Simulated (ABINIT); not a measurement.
# Beyond one shot: BN (Qingsongite), part 3 of 3

Wanted: G0W0 and self-consistent gaps of BN (Qingsongite), with the cost of the cycles.

ABINIT 10.8.3; LDA and many-body steps on it, plane waves. Known limits of the many-body steps: not at the basis limit; coarse k mesh.

So far. Step 10 (evGW, cycle 1): Against G0W0 in ABINIT (6×6×6 mesh, 60 bands, screening to 244.9 eV, Godby-Needs plasmon pole), the gap moves by +0.581 eV. Step 13 (evGW, cycle 2): Against the cycle before, the gap moves by +0.038 eV.

## Step 14: Screening, 6×6×6 mesh, 60 bands, screening to 244.9 eV

This step: RPA screening on LDA, plane waves, norm-conserving pseudopotentials.

File run.abi:

```
acell 3*1.0 Angstrom
rprim 
  -0.000000000000 1.807500000000 1.807500000000
  1.807500000000 0.000000000000 1.807500000000
  1.807500000000 1.807500000000 -0.000000000000
ntypat 2
znucl 5 7
natom 2
typat 1 2
xred 
  0.000000000000 0.000000000000 0.000000000000
  0.250000000000 0.250000000000 0.250000000000
pp_dirpath "pseudos"
pseudos "B.upf, N.upf"
ecut 36
ngkpt 6 6 6
nshiftk 1
shiftk 0 0 0
kptopt 1
chksymbreak 0
istwfk *1
occopt 1
irdwfk 1
optdriver 3
nband 60
ecuteps 9
inclvkb 2
awtr 1
symchi 1
gwcalctyp 10
mbpt_sciss 3.022 eV
nqptdm 1
qptdm 
  0 0 0
indata_prefix "in"
outdata_prefix "out"
tmpdata_prefix "tmp"
```

Launch:

```
> OMP_NUM_THREADS=1 mpirun -n 8 abinit run.abi > log
```

Output:

```text
.Version 10.8.3 of ABINIT. v10.8.2 released Aug 2026.

 Symmetries : space group F-4 3 m (#216); Bravais cF (face-center cubic)
[... echo of the input left out ...]
== DATASET  1 ==================================================================
-   mpi_nproc: 8, omp_nthreads: 1 (-1 if OMP is not activated)

--- !DatasetInfo
iteration_state: {dtset: 1, }
dimensions: {natom: 2, nkpt: 16, mband: 60, nsppol: 1, nspinor: 1, nspden: 1, mpw: 869, }
cutoff_energies: {ecut:  36.0, pawecutdg:  -1.0, }
[...]
[... chi0 elements left out ...]
 For q-point:  0.000010 0.000020 0.000030
  dielectric constant =   3.8109
  dielectric constant without local fields =   4.0623

  Average fulfillment of the sum rule on Im[epsilon] for q-point    1 :     89.43  [%]
[... wings left out ...]
== END DATASET(S) ==============================================================
================================================================================

 -outvars: echo values of variables after computation  --------
           etotal      0.0000000000E+00
            nband          60
             nkpt          16
          spgroup         216
 [... the other variables as echoed above ...]

 Calculation completed.
```

Run time: 2.8 s. Hardware: 8 MPI ranks of Arm Neoverse N1, shared host; peak memory 0.1 GiB.

Numbers from this step:

- ε∞ with local fields, on this mesh, along the program's q direction: 3.811
- the same without local fields: 4.062
- plasma frequency: 30.56 eV
- plane waves in the screening matrix: 113

This screening uses the functional's bands under a rigid shift, the mean opening of the cycle before.

## Step 15: Screening, 6×6×6 mesh, 60 bands, screening to 244.9 eV

This step: RPA screening on LDA from quasiparticle energies, plane waves, norm-conserving pseudopotentials.

Edit run.abi of step 14 so:

```diff
@@ -29,7 +29,21 @@
 symchi 1
+irdqps 1
 gwcalctyp 10
-mbpt_sciss 3.022 eV
-nqptdm 1
+nqptdm 15
 qptdm 
-  0 0 0
+  0.1666666667 0.0000000000 0.0000000000
+  0.3333333333 0.0000000000 0.0000000000
+  0.5000000000 0.0000000000 0.0000000000
+  0.1666666667 0.1666666667 0.0000000000
+  0.3333333333 0.1666666667 0.0000000000
+  0.5000000000 0.1666666667 0.0000000000
+  -0.3333333333 0.1666666667 0.0000000000
+  -0.1666666667 0.1666666667 0.0000000000
+  0.3333333333 0.3333333333 0.0000000000
+  0.5000000000 0.3333333333 0.0000000000
+  -0.3333333333 0.3333333333 0.0000000000
+  0.5000000000 0.5000000000 0.0000000000
+  0.5000000000 0.3333333333 0.1666666667
+  -0.3333333333 0.3333333333 0.1666666667
+  -0.3333333333 0.5000000000 0.1666666667
 indata_prefix "in"
```

File mrgscr.stdin:

```
2
merged
q0_SCR
out_SCR
1
```

Launch:

```
> OMP_NUM_THREADS=1 mpirun -n 8 abinit run.abi > log; mrgscr < mrgscr.stdin
```

Output:

```text
.Version 10.8.3 of ABINIT. v10.8.2 released Aug 2026.

 Symmetries : space group F-4 3 m (#216); Bravais cF (face-center cubic)
[... echo of the input left out ...]
== DATASET  1 ==================================================================
-   mpi_nproc: 8, omp_nthreads: 1 (-1 if OMP is not activated)

--- !DatasetInfo
iteration_state: {dtset: 1, }
dimensions: {natom: 2, nkpt: 16, mband: 60, nsppol: 1, nspinor: 1, nspden: 1, mpw: 869, }
cutoff_energies: {ecut:  36.0, pawecutdg:  -1.0, }
[...]
q-point number  1        q = ( 0.166667, 0.000000, 0.000000) [r.l.u.]
--------------------------------------------------------------------------------
[... chi0 elements left out ...]
  Average fulfillment of the sum rule on Im[epsilon] for q-point    2 :    110.06  [%]

--------------------------------------------------------------------------------
  q-point number  2        q = ( 0.333333, 0.000000, 0.000000) [r.l.u.]
--------------------------------------------------------------------------------
[... chi0 elements left out ...]
  Average fulfillment of the sum rule on Im[epsilon] for q-point    3 :    101.54  [%]

 [... 13 further q-points ...]
```

Run time: 10 s. Hardware: 8 MPI ranks; peak memory 0.7 GiB.

Numbers from this step:

```yaml
plasma_frequency: 30.56 eV
plane_waves_in_the_screening_matrix: 113
```

This screening reads the quasiparticle levels of the cycle before.

## Step 16: evGW, cycle 3

This step: evGW on LDA, plane waves, norm-conserving pseudopotentials.

Edit run.abi of step 15 so:

```diff
@@ -23,12 +23,10 @@
 irdwfk 1
-optdriver 3
+optdriver 4
 nband 60
-ecuteps 9
-inclvkb 2
-awtr 1
-symchi 1
-irdqps 1
 gwcalctyp 10
-nqptdm 15
-qptdm 
+ecutsigx 36
+symsigma 1
+nkptgw 16
+kptgw 
+  0.0000000000 0.0000000000 0.0000000000
   0.1666666667 0.0000000000 0.0000000000
@@ -48,2 +46,23 @@
   -0.3333333333 0.5000000000 0.1666666667
+bdgw 
+  1 8
+  1 8
+  1 8
+  1 8
+  1 8
+  1 8
+  1 8
+  1 8
+  1 8
+  1 8
+  1 8
+  1 8
+  1 8
+  1 8
+  1 8
+  1 8
+ecuteps 9
+irdscr 1
+ppmodel 1
+irdqps 1
 indata_prefix "in"
```

Launch:

```
> OMP_NUM_THREADS=1 mpirun -n 8 abinit run.abi > log
```

Output:

```text
.Version 10.8.3 of ABINIT. v10.8.2 released Aug 2026.

 Symmetries : space group F-4 3 m (#216); Bravais cF (face-center cubic)
[... echo of the input left out ...]
== DATASET  1 ==================================================================
-   mpi_nproc: 8, omp_nthreads: 1 (-1 if OMP is not activated)

--- !DatasetInfo
iteration_state: {dtset: 1, }
dimensions: {natom: 2, nkpt: 16, mband: 60, nsppol: 1, nspinor: 1, nspden: 1, mpw: 869, }
cutoff_energies: {ecut:  36.0, pawecutdg:  -1.0, }
[...]
.  kptgw no:  3; Maximum DeltaE = (  -0.007   0.019) for band index:  1
[...]
.  kptgw no: 15; Maximum DeltaE = (   0.006  -0.000) for band index:  8
.  kptgw no: 16; Maximum DeltaE = (  -0.002   0.007) for band index:  1

== END DATASET(S) ==============================================================
================================================================================

 -outvars: echo values of variables after computation  --------
           etotal      0.0000000000E+00
            nband          60
             nkpt          16
          spgroup         216
 [... the other variables as echoed above ...]

 Calculation completed.
```

Wall time 94 s (8 MPI ranks); peak memory 0.97 GiB.

Numbers from this step:

| Item | Value |
| --- | --- |
| quasiparticle gap on the mesh | 6.815 eV |
| gap of the density functional on the mesh | 4.420 eV |
| k of the valence top | 0, 0, 0 |
| k of the conduction bottom | 0.5, 0.5, 0 |
| least direct quasiparticle gap on the computed points | 11.66 eV |

Against the cycle before, the gap moves by +0.003 eV.

## Step 17: The runs together

Times are wall times on 8 MPI ranks of Arm Neoverse N1, shared host, good to a factor of about two. A run's time includes the screening step that it read.

```
           run   mesh  bands  screening cutoff (eV)  DFT gap (eV)  gap on the mesh (eV)  direct (eV)  ε∞ used     time
          G0W0  6×6×6     60                  244.9         4.420                 6.193       10.933     4.44     17 s
evGW0, cycle 1  6×6×6     60                  244.9         4.420                 6.535       11.366     4.44  1.7 min
evGW0, cycle 2  6×6×6     60                  244.9         4.420                 6.425       11.211     4.44  1.7 min
evGW0, cycle 3  6×6×6     60                  244.9         4.420                 6.428       11.218     4.44  1.7 min
 evGW, cycle 1  6×6×6     60                  244.9         4.420                 6.774       11.612     3.89  1.8 min
 evGW, cycle 2  6×6×6     60                  244.9         4.420                 6.812       11.656     3.82  1.8 min
 evGW, cycle 3  6×6×6     60                  244.9         4.420                 6.815       11.660     3.81  1.8 min
```

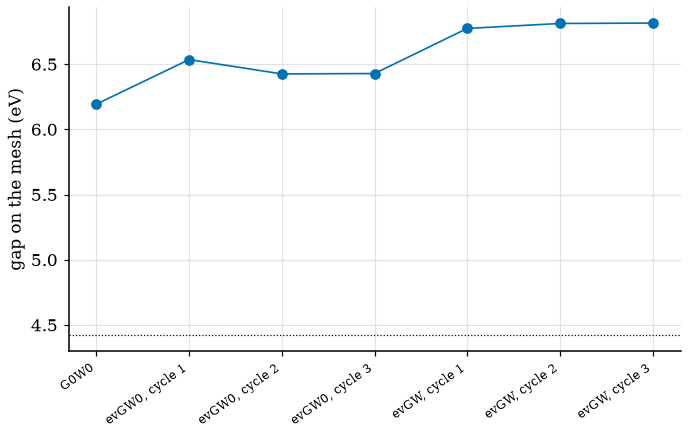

The gap through the cycles; the dotted line is the starting gap.

## Step 18: What came out

```json
{
  "G0W0": "6.193 eV",
  "evGW0, cycle 1": "6.535 eV",
  "evGW0, cycle 2": "6.425 eV",
  "evGW0, cycle 3": "6.428 eV",
  "evGW, cycle 1": "6.774 eV",
  "evGW, cycle 2": "6.812 eV",
  "evGW, cycle 3": "6.815 eV",
  "known limits": "not at the basis limit; coarse k mesh"
}
```

What this shows: Only the bands that the input lists are updated; the others, empty or deep, keep the functional's energies or take a rigid shift. The evGW loop starts from the last levels of evGW0, so its cycles and time come on top of those. evGW0 ends at 6.43 eV, +0.23 eV from G0W0, after 3 cycles that took 4.6 min beside the first screening; the last moved the gap by 0.003 eV. evGW ends at 6.81 eV, +0.62 eV from G0W0, after 3 cycles that took 5.3 min beside the first screening; the last moved the gap by 0.003 eV. The first cycle of evGW0 takes the full correction, without the factor Z, so it overshoots the one-shot value. Bands and cutoff are finite, so the gap is not at the basis limit. The miss can reach some tenths of an eV and take either sign; the mesh is an error of its own. The 6×6×6 mesh is coarse for this cell, which bears on the long-range parts of exchange and screening. In the updated screening the q = 0 part is built from Kohn-Sham bands under a rigid shift, the other q from the quasiparticle levels.

[Paths, hosts, dates, memory and timing lines, banners, echoed tables and standing remarks are left out of the program output.]

[Logs are printed without paths, hosts, clocks, repeated set-up lines and the standing remarks that a program may print on its own settings, such as how far it seeks lower states.]

[Runs of the session that timed out or met a known fault of the program may be left out.]

[Hosts, paths, dates, database ids (printed as entryN), source tags and the programs' standing remarks are cut or masked in the printed files.]

[G0W0 gaps are taken among the corrected bands and points alone; a level outside them can change the order at an edge.]

[Where Ansatz stands beside ABINIT at settings called matched, ABINIT's density can come from a denser mesh and the files from another edition; pairs whose starting gaps differed by over 0.03 eV were left out, so agreement reads better than it is.]
